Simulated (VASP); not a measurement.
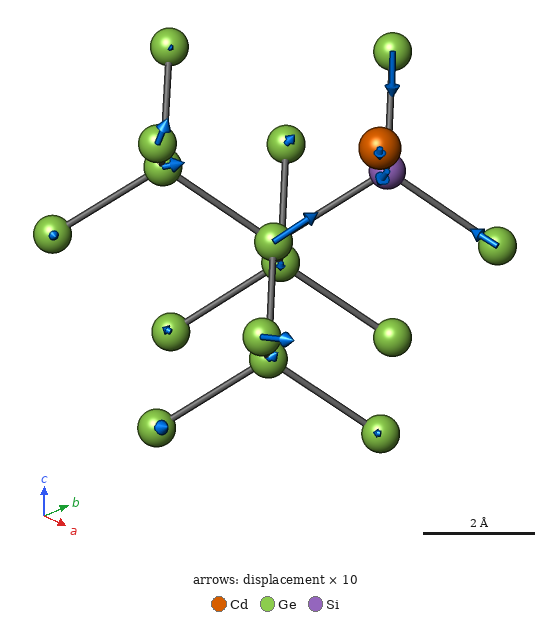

A relaxation of a defect cell of composition CdSi₄Ge₅₉. The starting structure is drawn; blue arrows show the displacements, magnified 10 times.

The picture is a ball-and-stick view of the atoms within 4.2 Å of the atom that moves most (axes of the cell of the calculation), seen from a free direction.

The run lets the atoms move in a fixed cell.

Computed with Kohn-Sham DFT of a periodic cell, r2SCAN, VASP PAW PBE potentials, minimal in VASP 6.6.1.

The input:
```
PREC = Accurate
ENCUT = 360
EDIFF = 1E-7
ISMEAR = 0
SIGMA = 0.02
LREAL = False
LASPH = True
NELM = 100
ALGO = Normal
ISIF = 2
LWAVE = False
LCHARG = False
METAGGA = R2SCAN
LMIXTAU = True
IBRION = 2
NSW = 60
EDIFFG = -0.01
NELECT = 266
```

Launched with:
```bash
cat potpaw_PBE.64/Cd/POTCAR potpaw_PBE.64/Ge/POTCAR potpaw_PBE.64/Si/POTCAR > POTCAR
mpirun -np 4 vasp_std > vasp.out
```

Atoms of which element are displaced furthest, and by how much?

Germanium: up to 0.100 Å, against 0.051 Å for silicon.

Describe the change and its energy.

The largest move is that of a Ge atom, 0.100 Å roughly along [1 3 1]. By element the largest moves are Ge 0.100 Å, Si 0.051 Å, Cd 0.028 Å. The cell doesn't change. Near-neighbour distances that change, for instance: Ge–Si 2.522 → 2.397 Å, Ge–Si 2.459 → 2.397 Å, Ge–Ge 2.425 → 2.483 Å, Ge–Ge 2.446 → 2.480 Å. Among the angles between lasting bonds that change: Ge–Ge–Ge 110.1° → 107.2°, Ge–Ge–Si 108.5° → 111.4°, Ge–Ge–Ge 110.6° → 108.2°. Over 13 geometry steps the energy falls by 0.586 eV per cell of the calculation. The largest force component goes from 0.96 to 0.0066 eV/Å.
